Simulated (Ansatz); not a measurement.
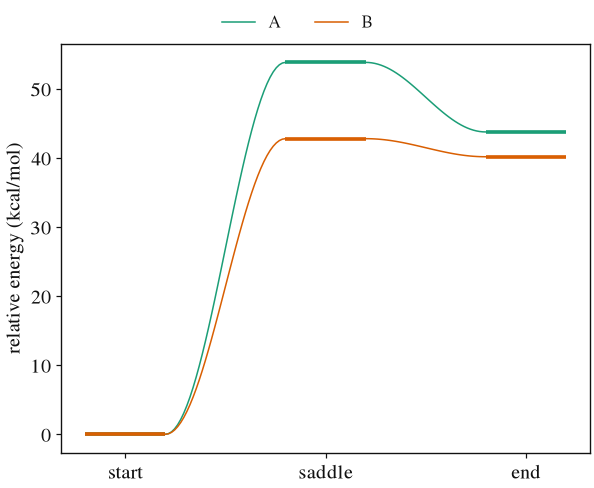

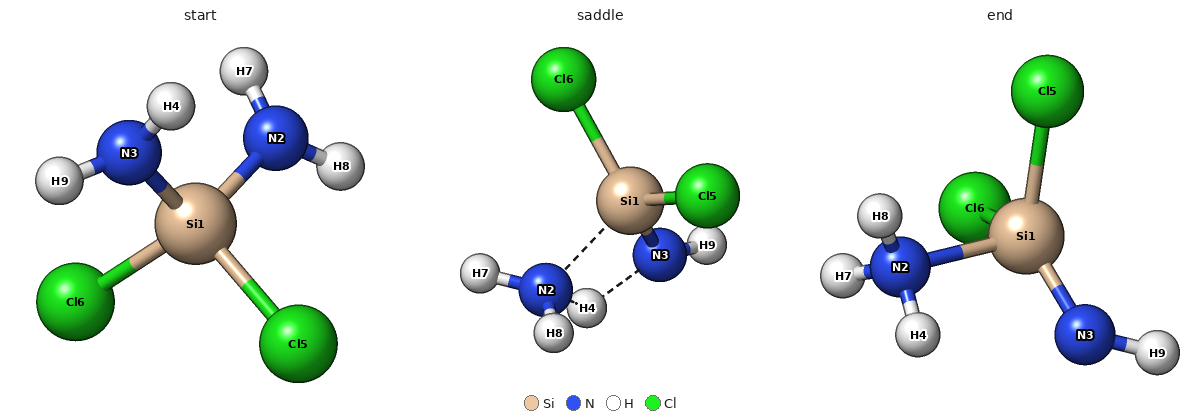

One elementary step of SiN₂H₄Cl₂: start, first-order saddle point (changing pairs dashed) and end. Electronic energies at PBE0-D4/def2-TZVP geometries, energies in def2-TZVPP, the Ansatz code; cores frozen in correlated methods, no zero-point terms. Start and end are the structures at the ends of the path (complexes, where there are several molecules). The limit is the MP2 basis limit plus CCSD(T) less MP2 in triple zeta. Lines between the levels only guide the eye.

In the step N2–H4 (3.03 → 1.21 → 1.02 Å) forms; N3–H4 (1.01 → 1.45 → 2.35 Å) breaks; Si1–N2 (1.69 → 1.84 → 1.90 Å) lengthens (lengths at start, saddle and end; changes of bond order aren't listed).

The profiles are CCSD(T) at the basis limit and LDA (SPW92). Which is which?

Answer. A: CCSD(T) at the basis limit (barrier 53.8, step 43.8 kcal/mol); B: LDA (SPW92) (barrier 42.8, step 40.2 kcal/mol).
